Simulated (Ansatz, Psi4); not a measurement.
PbSe: a line through the functionals

PbSe: 2 atoms, total charge 0, spin state singlet. SMILES: `[Se][Pb]`. Geometry: relaxed at PBE0-D4/def2-TZVP.

The HOMO–LUMO gap y, in eV, basis def2-TZVPP with a core potential; a is the functional's share of exact exchange. Programs: Ansatz 0.2.0, Psi4 1.11.

```
functional  program     a  y (eV)
      BLYP     Psi4     0    2.68
    r2SCAN     Psi4     0    3.08
     TPSSh     Psi4   0.1    3.47
     B3LYP     Psi4   0.2       ?
      PBE0     Psi4  0.25    4.28
   r2SCAN0   Ansatz  0.25    4.49
     BHLYP     Psi4   0.5    5.68
```

Problem. Fit y = c + s·a to the known rows and predict B3LYP.

Solution. 
1. Means of the 6 rows: a = 0.1833, y = 3.947.
2. Σ(Δa)² = 0.18333, Σ(Δa·Δy) = 1.0382, so the slope is 1.0382/0.18333 = 5.663.
3. Intercept: 3.947 − (5.663) × 0.1833 = 2.909. The largest residual of the fit is 0.23.
4. B3LYP: 2.909 + (5.663) × 0.2 = 4.04 eV.

The run gave 3.88 eV, so the prediction is off by +0.16 eV, within the largest residual. Exact exchange lowers occupied levels and raises empty ones. The rows mix families of semi-local functionals, which the line can't see.

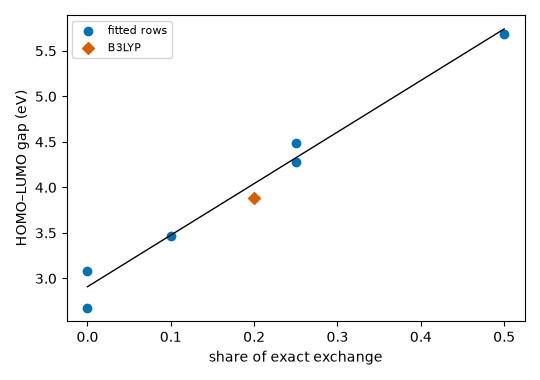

The fitted line, with the withheld row.
